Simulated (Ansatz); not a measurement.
## Ligand exchange: CH3K + C2H2S → KSH + C3H4

Species: CH3K `[CH3][K]`, singlet; C2H2S (ethynethiol) `C#CS`, singlet; KSH `[SH][K]`, singlet; C3H4 (propyne) `C#CC`, singlet. The partners trade CH3 for SH: K–CH3 and C–SH bonds give way to K–SH and C–CH3.

Shapes, held fixed at every level: PBE0-D4/def2-TZVP. Programs: Ansatz 0.2.0. The zero-point and thermal change to 298 K, harmonic and unscaled (PBE0-D4/def2-TZVP), is +9.4 kJ/mol.

```csv
level,kind,ΔH(298 K) (kJ/mol),less CCSD(T)/def2-TZVPP
B3LYP-D4/def2-TZVPP,global hybrid,-228.4,+6.4
PBE0-D4/def2-TZVPP,global hybrid,-235.0,-0.2
wB97X-V/def2-TZVPP,range-separated hybrid,-243.5,-8.7
MP2/def2-SVP,perturbation theory,-240.7,-5.9
CCSD(T)/def2-SVP,coupled cluster or CI,-235.2,-0.4
CCSD/def2-SVP,coupled cluster or CI,-241.7,-6.9
CCSD/def2-TZVPP,coupled cluster or CI,-242.0,-7.2
CCSD(T)/def2-TZVPP,coupled cluster or CI,-234.8,0.0
```

The highest level, CCSD(T)/def2-TZVPP, gives ΔH(298 K) = -234.8 kJ/mol; the levels span -243.5 to -228.4. The column of differences is taken from that level and isn't an error. No measured value is set beside it here. Outer-core shells of K are correlated in most correlated rows, in sets that cover them unevenly.

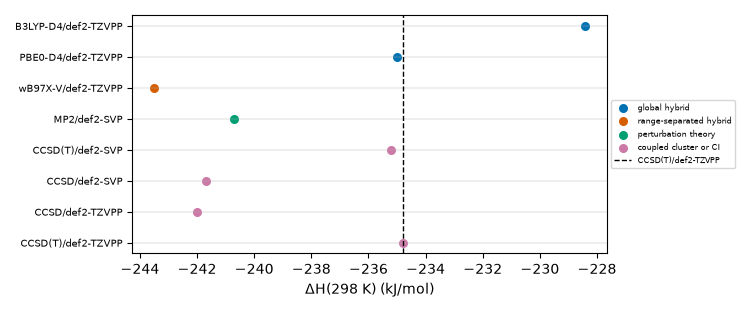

The values of the table, level by level.
